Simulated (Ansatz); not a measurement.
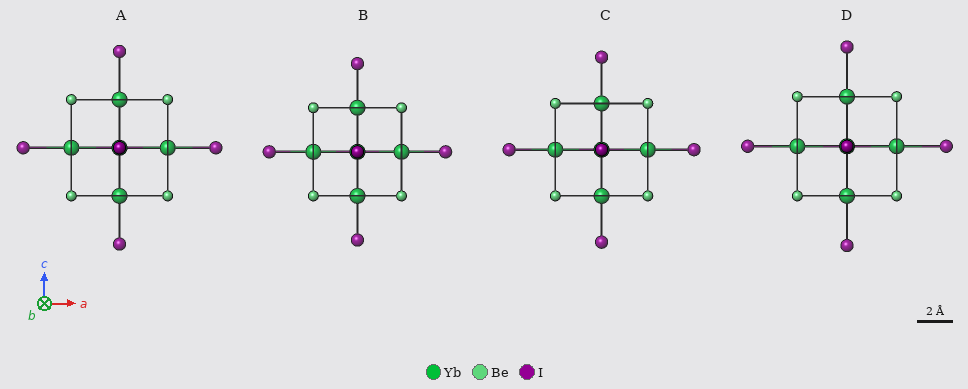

4 geometries from one relaxation of crystalline Yb3BeI (a generated structure, set up in Pm-3m) (coarse preliminary run), in shuffled order. Style: ball-and-stick. Shown: the cell of the calculation, along the b axis.

Theory: DFT PBE, scalar-relativistic, plane waves, PAW (Ansatz). (plane-wave cutoff 420 eV; k-point mesh 4 × 4 × 4; occupations gaussian; smearing width 0.1 eV; no spin polarisation; cell and atoms relaxed; force threshold 0.04 eV/Å; at most 70 steps)

> Order the frames from highest to lowest energy.

B, C, A, D. They are steps 0, 1, 2, 5, at +523 meV per atom, +169 meV per atom, +33.3 meV per atom relative to the last. No atom moves by more than 0.005 Å relative to the cell. The drawn cell changes as follows: a = b = c 5.069 → 5.707 Å (+12.6 %); the volume changes by +42.7 %. Some distances before and after: Yb–Yb 3.584 → 4.036 Å, I–Yb 2.534 → 2.854 Å. The space group stays Pm-3m (No. 221). Over 4 accepted moves (5 points after the start) the energy falls by 523 meV per atom. All forces vanish by symmetry, so only the cell relaxes. The pressure goes from 20.80 to 0.29 GPa. At 1 point the geometry stayed and the basis and grid were re-selected for the new cell (energy shift of 7.0 meV per atom at most each time). The run took 47 s on 1 thread of Arm Neoverse V1, with other jobs on the host, peak memory 0.46 GiB.

Limits of the set-up: 4f states are treated without a Hubbard U.
